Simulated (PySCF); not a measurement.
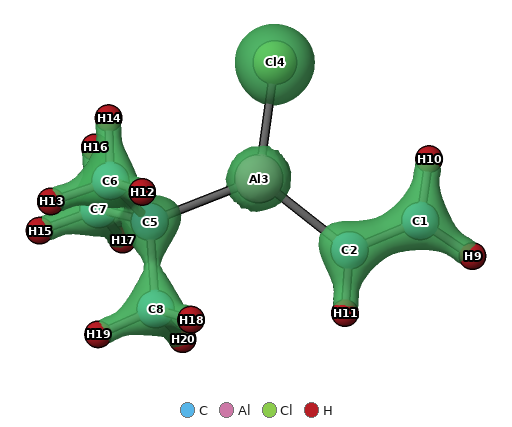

Figure. C$_{6}$H$_{12}$AlCl (SMILES C=[CH][Al]([Cl])[C](C)(C)C). Isosurface of the total electron density at 1.5 e/Å³ (green), seen across its widest extent.

Geometry: GFN2-xTB.

These are results of PBE0/pcSseg-1, SCF density, gas phase, non-relativistic in PySCF 2.14.0, not measurements.

```xyz
20

C     3.5800   -1.0607    0.1268
C     2.2531   -1.1759    0.0911
Al    1.1377    0.4681    0.0251
Cl    2.0305    2.2936   -0.0061
C    -0.8985    0.3258   -0.0286
C    -1.5372    1.1593    1.0934
C    -1.4388    0.8424   -1.3718
C    -1.2957   -1.1450    0.1388
H     4.2540   -1.9073    0.1692
H     4.0590   -0.0899    0.1150
H     1.8409   -2.1839    0.1045
H    -1.2438    0.7800    2.0727
H    -2.6266    1.1308    1.0272
H    -1.2196    2.2011    1.0235
H    -2.5288    0.7929   -1.3964
H    -1.1411    1.8798   -1.5310
H    -1.0509    0.2462   -2.1979
H    -0.9368   -1.5334    1.0921
H    -2.3801   -1.2631    0.1067
H    -0.8624   -1.7502   -0.6573
```

How is the density connected at this value?

Answer. At this value the surface falls into four separate pieces. It bridges the sampled C–C (1.33 Å) and C–H (1.08 Å) contacts, where the density stays above the isovalue. It is pinched off along the sampled C–Al (1.99 Å) and Al–Cl (2.03 Å) contacts. On the grid the lowest density along these lines, outside the cores, is 2.3 e/Å³ (C–C, 1.33 Å), 0.59 e/Å³ (C–Al, 1.99 Å), 0.62 e/Å³ (Al–Cl, 2.03 Å) and 1.9 e/Å³ (C–H, 1.08 Å).
